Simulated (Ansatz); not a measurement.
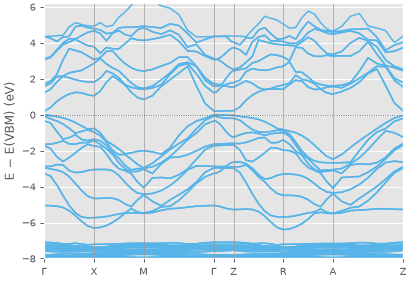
Fig. 1. Band structure from r²SCAN with spin–orbit coupling in the plane-wave PAW code Ansatz

Task: Read off the gap and where the band edges lie.

Result: About 0.2 eV (0.20 eV by a search for the band edges); maximum at Γ, minimum at Γ.

The material is RbZn₄As₃ in space group P4/mmm (No. 123; Rb on 1b, Zn on 4i, As on 2h, As on 1a).

The workflow started from an entry of the Crystallography Open Database (COD, 200 K). Its standing as an ambient phase is unchecked. Symmetry was held in the r²SCAN relaxation; its stability against distortions is not shown here.

Potentials: the later of the program's two PAW sets.
